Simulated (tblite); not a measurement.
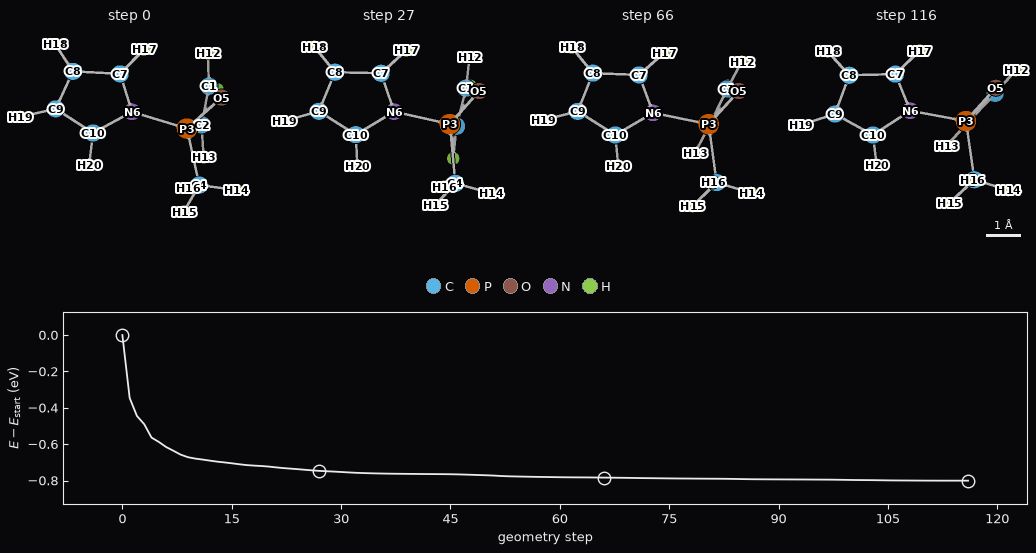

Frames of a relaxation of C₇H₁₀NOP, marked on the history of the run. Style: ball-and-stick. Shown at a tilt.

Level of theory: GFN2-xTB geometry optimisation, gas phase in tblite 0.8.0. 

Describe the path.

The energy falls by 0.801 eV in 116 geometry steps. The largest move after the best rigid fit is that of an H atom, 1.06 Å. By element the largest moves are H 1.06 Å, C 0.34 Å, O 0.30 Å, P 0.23 Å, N 0.06 Å. Some distances before and after: O–P 1.529 → 1.461 Å, C–C 1.364 → 1.415 Å, C–C 1.396 → 1.361 Å, C–H 1.119 → 1.085 Å. Among the angles between lasting bonds that change: C–P–O 104.0° → 115.1°, C–P–N 113.6° → 103.6°, C–P–O 105.1° → 114.8°. Groups turn about C–P by about 40°. Cost: 0.8 s on 1 thread of Arm Neoverse V2 (shared host). From step 0 to 27: H atoms move most (0.30 Å), energy −0.747 eV. From step 27 to 66: an H atom moves most (0.53 Å), energy −0.037 eV. From step 66 to 116: an H atom moves most (0.50 Å), energy −0.017 eV.
